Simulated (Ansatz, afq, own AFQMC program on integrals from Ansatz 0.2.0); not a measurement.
# CoN2+ (triplet): AFQMC on the coupled-cluster ladder at distance Co1–N2 = 2.618 Å, def2-SVP, part 1 of 2

Aim: compute CoN2+ (triplet) with auxiliary-field quantum Monte Carlo on the same integrals as coupled cluster, and set the energies side by side.

Computed with Ansatz 0.2.0, Gaussian basis, and an in-house AFQMC program (afq) on its integrals; all values are calculated. Level: def2-SVP, frozen cores.

To be run: PBE (unrestricted); CCSD(T) on ROHF; r2SCAN (unrestricted); PBE0 (unrestricted); CCSDT(Q) on ROHF; B3LYP (unrestricted); wB97M-V (unrestricted); B2PLYP (unrestricted); Phaseless AFQMC, CISD trial on ROHF; Phaseless AFQMC, single-determinant trial on ROHF; CCSD(T) on UHF; CCSDT(Q) on UHF; Phaseless AFQMC, CISD trial on UHF.

2 further runs of the same task are left out: 2 that didn't finish.

## Step 1: The system

The geometry derives from a PBE0/def2-TZVP stationary point (not a proven minimum). One bond is set to the value named and the two fragments are kept rigid.

3 atoms, charge 1, spin multiplicity 3.

Atoms are counted from 1 here; the program's logs count them from 0.

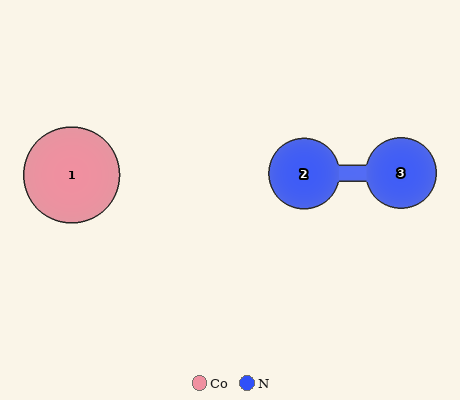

The structure; cobalt pink, nitrogen blue; atoms are numbered from 1 in the order of the file.

## Step 2: PBE (unrestricted)

The input, in.yaml:

```yaml
crystal:
  periodic: [false, false, false]
  atoms:
    - {symbol: Co, position_ang: [0.000000, 0.000000, 2.109333]}
    - {symbol: N, position_ang: [0.000000, 0.000000, -0.508667]}
    - {symbol: N, position_ang: [0.000000, 0.000000, -1.600667]}
basis:
  gaussian: {orbitals: def2-SVP}
total_charge: 1
magnetization: {spin_polarized: true, initial_magnetization: 2}
hamiltonian: {xc: {name: PBE}}
output: {orbitals: {seedname: orbitals}}
```

The run is started by

```sh
ansatz run in.yaml --threads 1 --pin off --events-out ev --progress --plain --max-ram 5120MiB --backend cpu
```

Standard output:

```text
Functional definition: PBE
  name "PBE"
  cite "Perdew, Burke & Ernzerhof, Phys. Rev. Lett. 77, 3865 (1996) doi:10.1103/PhysRevLett.77.3865"
  parent pbe
  parameter kappa = 0.804
  parameter beta = 0.06672455060314922
  exchange = pbe_x(kappa = kappa, mu = beta*pi^2/3)
  correlation = pbe_c(beta = beta)
730 factors; their error is unknown
mean field evaluation 1: about -40565.9765 eV, gradient 6.5e1 eV
mean field evaluation 2: about -40112.9078 eV, gradient 1.5e2 eV
mean field evaluation 4: about -40249.7145 eV, gradient 2.1e2 eV
mean field evaluation 8: about -40578.2273 eV, gradient 2.2e1 eV
mean field evaluation 16: about -40581.0003 eV, gradient 1.2e-5 eV
mean field evaluation 32: about -40581.0015 eV, gradient 4.1e-1 eV
mean field evaluation 64: about -40581.0186 eV, gradient 2.4e-1 eV
mean field evaluation 96: about -40580.1607 eV, gradient 5.9e0 eV
mean field evaluation 128: about -40580.9065 eV, gradient 8.0e-1 eV
mean field evaluation 160: about -40581.0566 eV, gradient 2.2e-1 eV
mean field evaluation 192: about -40581.0274 eV, gradient 2.5e0 eV
mean field evaluation 224: about -40579.7641 eV, gradient 5.6e0 eV
mean field evaluation 256: about -40581.0614 eV, gradient 9.7e-2 eV
mean field -40581.07313317 eV, -1491.3269308046 hartree, gradient 9.2e-6 eV, S^2 2.193404; 18 other end points of the search recorded, 0 dependent functions left out
reference -40581.07317924 eV, -1491.3269324979 hartree; 21, 19 occupied and 38, 40 virtual orbitals, 730 factors
Total energy: -40581.07317924 eV, -1491.3269324979 hartree
```

Wall time 23 s (1 thread of AMD EPYC 7R13 (Zen 3), shared host); peak memory 1.6 GiB.

From the report: ⟨S²⟩ of the determinant 2.193 (pure triplet: 2.00).

## Step 3: CCSD(T) on ROHF

in.yaml, as its differences from that of step 2:

```diff
@@ -9,4 +9,3 @@
 total_charge: 1
-magnetization: {spin_polarized: true, initial_magnetization: 2}
-hamiltonian: {xc: {name: PBE}}
-output: {orbitals: {seedname: orbitals}}
+magnetization: {spin_polarized: false, initial_magnetization: 2}
+correlation: {method: ccsd_t, electrons: outside_noble_gas, hamiltonian_folder: ham}
```

The run is started by

```sh
ansatz run in.yaml --threads 1 --pin off --events-out ev --progress --plain --max-ram 15360MiB --backend cuda --devices 0, --max-vram 18GiB
```

Standard output, cut to the lines that bear on the results:

```text
Functional definition: HF
  name "HF"
  cite "Fock, Z. Phys. 61, 126 (1930) doi:10.1007/BF01340294"
  parent pbe
[...]
616 factors; integrals over basis functions are off by at most 1.1e-3 eV
[...]
mean field -40538.85872021 eV, -1489.7755797423 hartree, gradient 4.7e-6 eV, S^2 2.000000; 25 other end points of the search recorded, 0 dependent functions left out
[...]
determinant -40538.85872021 eV, -1489.7755797423 hartree, with singles and doubles -40552.02816843 eV, -1490.2595480379 hartree
determinant -40538.83831519 eV, -1489.7748298716 hartree, with singles and doubles -40552.02223986 eV, -1490.2593301670 hartree
determinant -40538.42929451 eV, -1489.7597986391 hartree, with singles and doubles -40551.73842384 eV, -1490.2489001204 hartree
determinant -40538.42654541 eV, -1489.7596976115 hartree, with singles and doubles -40551.74951532 eV, -1490.2493077250 hartree
[...]
determinant -40538.83831519 eV, -1489.7748298716 hartree, with singles and doubles -40552.03239742 eV, -1490.2597034502 hartree
determinant -40538.42929451 eV, -1489.7597986391 hartree, with singles and doubles -40551.79092910 eV, -1490.2508296532 hartree
determinant -40538.42654541 eV, -1489.7596976115 hartree, with singles and doubles -40551.84733278 eV, -1490.2529024503 hartree
[...]
unrestricted determinant -40539.76039645 eV, -1489.8087157330 hartree, S^2 2.9991
11 core orbitals not correlated: weight in the atoms' cores, before any rotation towards them, 1.000 or more for the frozen orbitals, at most 0.000 for the correlated occupied ones
reference -40538.85872021 eV, -1489.7755797423 hartree; 10, 8 occupied and 38, 40 virtual orbitals, 616 factors
second order -13.31571382 eV of doubles, -0.01039790 eV of singles
cycle   1  -13.16970513 eV  change   -4.9e-6 eV  update   5.6e-6
perturbative correction -0.44082309 eV, -0.0161999498 hartree
Total energy: -40552.46924843 eV, -1490.2757574288 hartree
```

Wall time 52 s (1 × NVIDIA H100 80GB HBM3 with 1 thread of AMD EPYC 7R13 (Zen 3), shared host); peak host memory 1.6 GiB.

From the report: correlation -13.6105 eV; T1 0.013; largest double amplitude 0.07.

This run also writes the integrals to the folder ham.

## Step 4: r2SCAN (unrestricted)

in.yaml, as its differences from that of step 3:

```diff
@@ -9,3 +9,3 @@
 total_charge: 1
-magnetization: {spin_polarized: false, initial_magnetization: 2}
-correlation: {method: ccsd_t, electrons: outside_noble_gas, hamiltonian_folder: ham}
+magnetization: {spin_polarized: true, initial_magnetization: 2}
+hamiltonian: {xc: {name: r2SCAN}}
```

The run is started by

```sh
ansatz run in.yaml --threads 1 --pin off --events-out ev --progress --plain --max-ram 5120MiB --backend cpu
```

Standard output, cut to the lines that bear on the results:

```text
Functional definition: r2SCAN
  name "r2SCAN"
  cite "Furness, Kaplan, Ning, Perdew & Sun, J. Phys. Chem. Lett. 11, 8208 (2020) doi:10.1021/acs.jpclett.0c02405"
  cite "Furness, Kaplan, Ning, Perdew & Sun, J. Phys. Chem. Lett. 11, 9248 (2020) doi:10.1021/acs.jpclett.0c03077"
  parent r2scan
[...]
730 factors; their error is unknown
[...]
mean field -40588.94651152 eV, -1491.6162721222 hartree, gradient 2.3e-6 eV, S^2 2.145100; 17 other end points of the search recorded, 0 dependent functions left out
reference -40588.94653121 eV, -1491.6162728460 hartree; 21, 19 occupied and 38, 40 virtual orbitals, 730 factors
Total energy: -40588.94653121 eV, -1491.6162728460 hartree
```

It took 65 s on 1 thread of AMD EPYC 7R13 (Zen 3), shared host; peak memory 1.6 GiB.

From the report: ⟨S²⟩ of the determinant 2.145 (pure triplet: 2.00).

## Step 5: PBE0 (unrestricted)

in.yaml, as its differences from that of step 4:

```diff
@@ -10,2 +10,3 @@
 magnetization: {spin_polarized: true, initial_magnetization: 2}
-hamiltonian: {xc: {name: r2SCAN}}
+hamiltonian: {xc: {name: PBE0}}
+output: {orbitals: {seedname: orbitals}}
```

Same command.

Standard output, cut to the lines that bear on the results:

```text
Functional definition: PBE0
  name "PBE0"
  cite "Adamo & Barone, J. Chem. Phys. 110, 6158 (1999) doi:10.1063/1.478522"
  cite "Perdew, Burke & Ernzerhof, Phys. Rev. Lett. 77, 3865 (1996) doi:10.1103/PhysRevLett.77.3865"
  parent pbe
[...]
616 factors; integrals over basis functions are off by at most 1.1e-3 eV
[...]
mean field -40581.59017561 eV, -1491.3459317638 hartree, gradient 5.0e-6 eV, S^2 2.057989; 8 other end points of the search recorded, 0 dependent functions left out
reference -40581.59021016 eV, -1491.3459330335 hartree; 21, 19 occupied and 38, 40 virtual orbitals, 616 factors
Total energy: -40581.59021016 eV, -1491.3459330335 hartree
```

Run time: 18 s. Hardware: 1 thread of AMD EPYC 7R13 (Zen 3), shared host; peak memory 1.6 GiB.

From the report: ⟨S²⟩ of the determinant 2.058 (pure triplet: 2.00).

## Step 6: CCSDT(Q) on ROHF

in.yaml, as its differences from that of step 5:

```diff
@@ -9,4 +9,3 @@
 total_charge: 1
-magnetization: {spin_polarized: true, initial_magnetization: 2}
-hamiltonian: {xc: {name: PBE0}}
-output: {orbitals: {seedname: orbitals}}
+magnetization: {spin_polarized: false, initial_magnetization: 2}
+correlation: {method: ccsdt_q, electrons: outside_noble_gas}
```

The run is started by

```sh
ansatz run in.yaml --threads 1 --pin off --events-out ev --progress --plain --max-ram 15360MiB --backend cuda --devices 0, --max-vram 18GiB
```

Standard output, cut to the lines that bear on the results:

```text
Functional definition: HF
  name "HF"
  cite "Fock, Z. Phys. 61, 126 (1930) doi:10.1007/BF01340294"
  parent pbe
[...]
1057 factors; integrals over basis functions are off by at most 1.7e-7 eV
[...]
mean field -40538.85886740 eV, -1489.7755851513 hartree, gradient 4.7e-6 eV, S^2 2.000000; 25 other end points of the search recorded, 0 dependent functions left out
[...]
determinant -40538.85886740 eV, -1489.7755851513 hartree, with singles and doubles -40552.02834904 eV, -1490.2595546750 hartree
determinant -40538.83845951 eV, -1489.7748351753 hartree, with singles and doubles -40552.02241831 eV, -1490.2593367250 hartree
determinant -40538.42942640 eV, -1489.7598034859 hartree, with singles and doubles -40551.73859075 eV, -1490.2489062543 hartree
determinant -40538.42669598 eV, -1489.7597031446 hartree, with singles and doubles -40551.74970010 eV, -1490.2493145154 hartree
[...]
determinant -40538.83845951 eV, -1489.7748351753 hartree, with singles and doubles -40552.03257521 eV, -1490.2597099840 hartree
determinant -40538.42942640 eV, -1489.7598034859 hartree, with singles and doubles -40551.79109623 eV, -1490.2508357951 hartree
determinant -40538.42669598 eV, -1489.7597031446 hartree, with singles and doubles -40551.84750559 eV, -1490.2529088011 hartree
unrestricted determinant -40539.76050651 eV, -1489.8087197777 hartree, S^2 2.9991
11 core orbitals not correlated: weight in the atoms' cores, before any rotation towards them, 1.000 or more for the frozen orbitals, at most 0.000 for the correlated occupied ones
reference -40538.85886740 eV, -1489.7755851513 hartree; 10, 8 occupied and 38, 40 virtual orbitals, 1057 factors
second order -13.31576316 eV of doubles, -0.01039781 eV of singles
cycle   1  -12.68260736 eV  change    6.4e-1 eV  update   1.1e-1
[...]
cycle  31  -13.61309956 eV  change    1.5e-7 eV  update   2.1e-6
perturbative correction -0.04120523 eV, -0.0015142644 hartree
Total energy: -40552.51317219 eV, -1490.2773715973 hartree
```

Run time: 67 s. Hardware: 1 × NVIDIA H100 80GB HBM3 with 1 thread of AMD EPYC 7R13 (Zen 3), shared host; peak host memory 1.6 GiB.

From the report: correlation -13.6543 eV; T1 0.012; largest double amplitude 0.07.

## Step 7: B3LYP (unrestricted)

in.yaml, as its differences from that of step 6:

```diff
@@ -9,3 +9,3 @@
 total_charge: 1
-magnetization: {spin_polarized: false, initial_magnetization: 2}
-correlation: {method: ccsdt_q, electrons: outside_noble_gas}
+magnetization: {spin_polarized: true, initial_magnetization: 2}
+hamiltonian: {xc: {name: B3LYP}}
```

The run is started by

```sh
ansatz run in.yaml --threads 1 --pin off --events-out ev --progress --plain --max-ram 5120MiB --backend cpu
```

Standard output, cut to the lines that bear on the results:

```text
Functional definition: B3LYP
  name "B3LYP"
  cite "Stephens, Devlin, Chabalowski & Frisch, J. Phys. Chem. 98, 11623 (1994) doi:10.1021/j100096a001"
  cite "Becke, Phys. Rev. A 38, 3098 (1988) doi:10.1103/PhysRevA.38.3098"
  cite "Lee, Yang & Parr, Phys. Rev. B 37, 785 (1988) doi:10.1103/PhysRevB.37.785"
  cite "Vosko, Wilk & Nusair, Can. J. Phys. 58, 1200 (1980) doi:10.1139/p80-159"
[...]
616 factors; integrals over basis functions are off by at most 1.1e-3 eV
[...]
mean field -40592.17820069 eV, -1491.7350345089 hartree, gradient 4.0e-6 eV, S^2 2.119647; 6 other end points of the search recorded, 0 dependent functions left out
reference -40592.17841096 eV, -1491.7350422360 hartree; 21, 19 occupied and 38, 40 virtual orbitals, 616 factors
Total energy: -40592.17841096 eV, -1491.7350422360 hartree
```

Run time: 15 s. Hardware: 1 thread of AMD EPYC 7R13 (Zen 3), shared host; peak memory 1.6 GiB.

From the report: ⟨S²⟩ of the determinant 2.120 (pure triplet: 2.00).

## Step 8: wB97M-V (unrestricted)

in.yaml, as its differences from that of step 7:

```diff
@@ -10,2 +10,3 @@
 magnetization: {spin_polarized: true, initial_magnetization: 2}
-hamiltonian: {xc: {name: B3LYP}}
+hamiltonian: {xc: {name: wB97M-V}}
+output: {orbitals: {seedname: orbitals}}
```

The command is unchanged.

Standard output, cut to the lines that bear on the results:

```text
Functional definition: wB97M-V
  name "wB97M-V"
  cite "Mardirossian & Head-Gordon, J. Chem. Phys. 144, 214110 (2016) doi:10.1063/1.4952647"
  cite "Becke, J. Chem. Phys. 107, 8554 (1997) doi:10.1063/1.475007"
  cite "Vydrov & Van Voorhis, J. Chem. Phys. 133, 244103 (2010) doi:10.1063/1.3521275"
  # Of w^i u^j: cxij and so on, Table III.
[...]
  gx(w, u) = 1 - cx + cx01*u + cx10*w
  gss(w, u) = css00 + css04*u^4 + css10*w + css20*w^2 + css43*w^4*u^3
  gos(w, u) = cos00 + cos10*w + (cos20 + cos21*u)*w^2 + (cos60 + cos61*u)*w^6
[...]
      + integral(e_c_pw_mod_opposite_spin*gos(b97_w_opposite, b97_u_opposite)) + vv10(b, c)
616 factors; integrals over basis functions are off by at most 1.1e-3 eV
105 factors; integrals over basis functions are off by at most 3.5e-4 eV
[...]
mean field -40588.67911028 eV, -1491.6064453078 hartree, gradient 4.8e-6 eV, S^2 2.084102; 9 other end points of the search recorded, 0 dependent functions left out
reference -40588.67916017 eV, -1491.6064471413 hartree; 21, 19 occupied and 38, 40 virtual orbitals, 616 factors
Total energy: -40588.67916017 eV, -1491.6064471413 hartree
```

It took 77 s on 1 thread of AMD EPYC 7R13 (Zen 3), shared host; peak memory 1.6 GiB.

From the report: ⟨S²⟩ of the determinant 2.084 (pure triplet: 2.00).

## Step 9: B2PLYP (unrestricted)

in.yaml, as its differences from that of step 8:

```diff
@@ -10,3 +10,3 @@
 magnetization: {spin_polarized: true, initial_magnetization: 2}
-hamiltonian: {xc: {name: wB97M-V}}
-output: {orbitals: {seedname: orbitals}}
+hamiltonian: {xc: {name: B2PLYP}}
+correlation: {electrons: outside_noble_gas}
```

Same command.

Standard output, cut to the lines that bear on the results:

```text
Functional definition: B2PLYP
  name "B2PLYP"
  cite "Grimme, J. Chem. Phys. 124, 034108 (2006) doi:10.1063/1.2148954"
  cite "Becke, Phys. Rev. A 38, 3098 (1988) doi:10.1103/PhysRevA.38.3098"
  cite "Lee, Yang & Parr, Phys. Rev. B 37, 785 (1988) doi:10.1103/PhysRevB.37.785"
[...]
616 factors; integrals over basis functions are off by at most 1.1e-3 eV
[...]
mean field -40576.04435745 eV, -1491.1421267055 hartree, gradient 5.4e-6 eV, S^2 2.001580; 6 other end points of the search recorded, 0 dependent functions left out
11 core orbitals not correlated: weight in the atoms' cores, before any rotation towards them, 1.000 or more for the frozen orbitals, at most 0.000 for the correlated occupied ones
reference -40576.04447447 eV, -1491.1421310062 hartree; 10, 8 occupied and 38, 40 virtual orbitals, 616 factors
second order -16.40430402 eV of doubles, -0.00000000 eV of singles
Total energy: -40580.47363656 eV, -1491.3048997106 hartree
```

Wall time 15 s (1 thread of AMD EPYC 7R13 (Zen 3), shared host); peak memory 1.6 GiB.

From the report: ⟨S²⟩ of the determinant 2.002 (pure triplet: 2.00).

## Step 10: Phaseless AFQMC, CISD trial on ROHF

It reads the integrals that the CCSD(T) run on this determinant wrote.

The run is started by

```sh
afq ham --method phaseless --trial cisd --walkers 4000 --populations 20 --least-time 60 --time-step 0.005 --steps-per-block 50 --equilibration-blocks 40 --max-blocks 4000 --target-error 0.00051 --factor-cut 1e-05 --start spin_pure --seed 4479 --release-times 0.24,0.6,1.2,1.8,2.6 --release-step 0.04 --release-every 4 --taylor-order 6
```

Standard output:

```text
orbitals 48  electrons 10 8  factors 389 of 616
reference energy -1489.77557974 Eh
CCSD correlation -0.48397794 Eh in 17 cycles, weight of the determinant in the CISD state 0.8657
energy of the start -1490.259577 Eh
 block  time / (1/Eh)  mean weight  energy / Eh
     1     0.250  1.0000  -1490.252432
     2     0.500  1.0003  -1490.261643
     3     0.750  0.9999  -1490.268262
     4     1.000  1.0001  -1490.270410
     5     1.250  1.0001  -1490.275118
     6     1.500  1.0000  -1490.275103
     7     1.750  0.9994  -1490.275308
     8     2.000  1.0004  -1490.275632
     9     2.250  1.0000  -1490.277390
    10     2.500  1.0001  -1490.276120
    13     3.250  0.9996  -1490.274881
    17     4.250  1.0003  -1490.275317
    21     5.250  0.9997  -1490.274950
    25     6.250  0.9998  -1490.278781
    29     7.250  0.9995  -1490.277520
    33     8.250  0.9997  -1490.279408
    37     9.250  1.0003  -1490.278004
    41    10.250  0.9995  -1490.276029
    45    11.250  0.9997  -1490.273262
    49    12.250  1.0000  -1490.277577
    53    13.250  1.0002  -1490.276648
    57    14.250  1.0002  -1490.276249
    61    15.250  1.0006  -1490.275585
    65    16.250  0.9995  -1490.276774
    69    17.250  0.9992  -1490.275403
    73    18.250  0.9988  -1490.275046
    77    19.250  0.9999  -1490.277485
    81    20.250  0.9995  -1490.279153
    85    21.250  1.0008  -1490.280152
    89    22.250  0.9998  -1490.276869
    93    23.250  1.0003  -1490.277474
    97    24.250  1.0003  -1490.273340
   101    25.250  0.9992  -1490.278834
   105    26.250  1.0003  -1490.276264
   109    27.250  1.0004  -1490.277026
   113    28.250  0.9997  -1490.277947
   117    29.250  1.0004  -1490.277160
   121    30.250  0.9999  -1490.277899
   125    31.250  1.0007  -1490.276037
   129    32.250  1.0004  -1490.273884
   133    33.250  0.9998  -1490.275874
   137    34.250  0.9999  -1490.277433
   141    35.250  1.0006  -1490.278450
   145    36.250  1.0000  -1490.277428
   149    37.250  0.9996  -1490.277087
   153    38.250  1.0002  -1490.277461
   157    39.250  0.9997  -1490.279053
error from the spread of 20 populations
released: time / (1/Eh)  energy / Eh  error  mean overlap
  0.24  -1490.278336  0.000359  0.9965
  0.60  -1490.278533  0.000305  0.9983
  1.20  -1490.278666  0.000525  0.9990
  1.80  -1490.279729  0.000745  0.9815
  2.60  -1490.276416  0.001560  0.9865
energy -1490.277356 +/- 0.000267 Eh
```

It took 2.2 min on 1 × NVIDIA H100 80GB HBM3 with 2 threads of AMD EPYC 7R13 (Zen 3), shared host; peak host memory 1.6 GiB.

Energy -40552.5127 ± 0.0073 eV. Caveats: constraint bias not in the error.

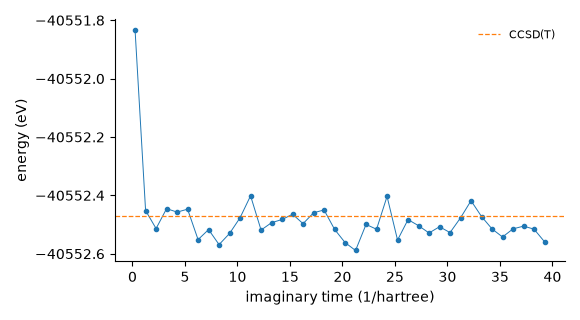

Block energies along the walk.

## Step 11: Phaseless AFQMC, single-determinant trial on ROHF

It reads the integrals that the CCSD(T) run on this determinant wrote.

The run is started by

```sh
afq ham --method phaseless --trial hf --walkers 4000 --populations 20 --least-time 40 --time-step 0.005 --steps-per-block 20 --equilibration-blocks 160 --max-blocks 4000 --target-error 0.00255 --factor-cut 1e-05 --start spin_pure --seed 7664 --taylor-order 6
```

Standard output:

```text
orbitals 48  electrons 10 8  factors 389 of 616
reference energy -1489.77557974 Eh
CCSD correlation -0.48397794 Eh in 17 cycles, weight of the determinant in the CISD state 0.8657
energy of the start -1489.775580 Eh
 block  time / (1/Eh)  mean weight  energy / Eh
     1     0.100  1.0036  -1489.944665
     2     0.200  1.0039  -1490.038690
     3     0.300  1.0044  -1490.103888
     4     0.400  1.0041  -1490.147761
     5     0.500  1.0025  -1490.177046
     6     0.600  1.0019  -1490.200767
     7     0.700  1.0017  -1490.219755
     8     0.800  1.0012  -1490.229884
     9     0.900  1.0015  -1490.238289
    10     1.000  1.0008  -1490.241256
    13     1.300  1.0000  -1490.248942
    19     1.900  1.0001  -1490.274842
    25     2.500  1.0000  -1490.271482
    31     3.100  0.9992  -1490.281965
    37     3.700  1.0002  -1490.284474
    43     4.300  0.9996  -1490.271895
    49     4.900  1.0004  -1490.273230
    55     5.500  1.0001  -1490.282725
    61     6.100  0.9995  -1490.273919
    67     6.700  0.9995  -1490.271381
    73     7.300  0.9997  -1490.290694
    79     7.900  0.9994  -1490.288571
    85     8.500  0.9996  -1490.281465
    91     9.100  1.0003  -1490.279608
    97     9.700  0.9995  -1490.279028
   103    10.300  1.0003  -1490.272738
   109    10.900  1.0004  -1490.288360
   115    11.500  0.9995  -1490.292950
   121    12.100  1.0005  -1490.278328
   127    12.700  1.0000  -1490.275007
   133    13.300  1.0006  -1490.285944
   139    13.900  1.0001  -1490.290660
   145    14.500  0.9995  -1490.282706
   151    15.100  1.0003  -1490.276347
   157    15.700  1.0001  -1490.277315
   163    16.300  1.0000  -1490.281014
   169    16.900  0.9994  -1490.279344
   175    17.500  1.0003  -1490.275806
   181    18.100  1.0010  -1490.275707
   187    18.700  1.0007  -1490.286826
   193    19.300  0.9995  -1490.268986
   199    19.900  1.0002  -1490.278574
   205    20.500  1.0002  -1490.290796
   211    21.100  0.9999  -1490.291044
   217    21.700  1.0000  -1490.285548
   223    22.300  0.9999  -1490.278506
   229    22.900  0.9996  -1490.287044
   235    23.500  1.0002  -1490.283327
error from the spread of 20 populations
energy -1490.282777 +/- 0.001640 Eh
```

It took 31 s on 1 × NVIDIA H100 80GB HBM3 with 2 threads of AMD EPYC 7R13 (Zen 3), shared host; peak host memory 1.6 GiB.

Energy -40552.6603 ± 0.0446 eV. Caveats: constraint bias not in the error.

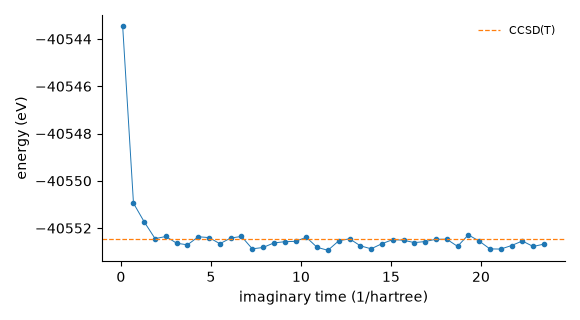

Block energies along the walk.

(Continued in part 2 of 2.)
